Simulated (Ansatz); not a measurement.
# Rh: response to strain

Base system: Rh in the fcc (Cu type) structure (space group Fm-3m, No. 225; relaxed with 0.1 eV smearing).

```
CELL_PARAMETERS angstrom
      0.00000     1.91600     1.91600
      1.91600     0.00000     1.91600
      1.91600     1.91600     0.00000
ATOMIC_POSITIONS crystal
  Rh 0.00000 0.00000 0.00000
```

Strains are applied to the cell and any free atomic positions relax.

Level of theory: PBE (Ansatz, an electronic-structure program, PAW, no SOC).

Notes on the quantities. energy relative to the base: free energy F.

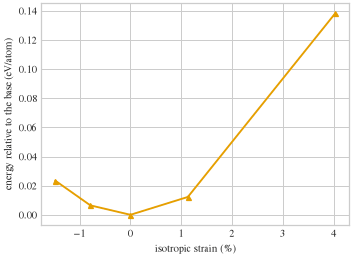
Figure. Energy relative to the base against isotropic strain

Question: From the plot, what is the energy relative to the base for isotropic strain −1.48 %?

Answer: About 0.02 eV/atom.

Question: Is the trend monotonic over the range shown?

Answer: No, it turns within the range, spanning 0 meV/atom to +138 meV/atom.

Whether these cells are dynamically stable was not tested. The final runs are not spin-polarised. Rh lies near a magnetic instability that expansion can trigger; it was not tested.
